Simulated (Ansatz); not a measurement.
Process, species as SMILES: C=CF → [CH-]=CF + H+
B3LYP-D3(BJ)/def2-TZVP geometries, fixed; electronic energies without zero-point terms.

Basis-set convergence of the deprotonation energy at MP2 with Ansatz (an electronic-structure program). Cartesian d functions, on some or all atoms, in 6-31+G*; all else is spherical. Cores are frozen. The proton leaves the site shown, which need not be the most acidic. No added dispersion term, no relativity. Functions are those of the species that has most. Reference: Hartree-Fock in aug-cc-pVQZ plus the correlation part extrapolated as X^-3 from aug-cc-pVTZ and aug-cc-pVQZ, 399.85 kcal/mol, itself unsure by roughly 0.09 kcal/mol (a third of the extrapolation step and of the last Hartree-Fock step). Deviations are taken from unrounded values.

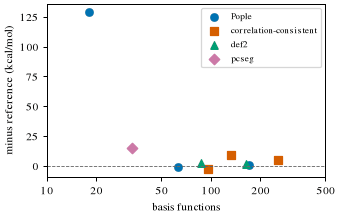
Figure. Deviation from the reference against the number of basis functions, by family of sets.

```json
[
 {"basis": "STO-3G", "functions": "18", "deprotonation energy (kcal/mol)": "529.20", "minus reference (kcal/mol)": "129.35"},
 {"basis": "pcseg-0", "functions": "33", "deprotonation energy (kcal/mol)": "414.97", "minus reference (kcal/mol)": "15.12"},
 {"basis": "6-31+G*", "functions": "63", "deprotonation energy (kcal/mol)": "398.66", "minus reference (kcal/mol)": "-1.19"},
 {"basis": "def2-SVPD", "functions": "87", "deprotonation energy (kcal/mol)": "402.63", "minus reference (kcal/mol)": "2.78"},
 {"basis": "aug-cc-pVDZ", "functions": "96", "deprotonation energy (kcal/mol)": "397.09", "minus reference (kcal/mol)": "-2.76"},
 {"basis": "cc-pVTZ", "functions": "132", "deprotonation energy (kcal/mol)": "409.15", "minus reference (kcal/mol)": "9.30"},
 {"basis": "def2-TZVPPD", "functions": "165", "deprotonation energy (kcal/mol)": "401.35", "minus reference (kcal/mol)": "1.50"},
 {"basis": "6-311++G(3df,3pd)", "functions": "171", "deprotonation energy (kcal/mol)": "400.88", "minus reference (kcal/mol)": "1.03"},
 {"basis": "cc-pVQZ", "functions": "255", "deprotonation energy (kcal/mol)": "404.60", "minus reference (kcal/mol)": "4.75"}
]
```
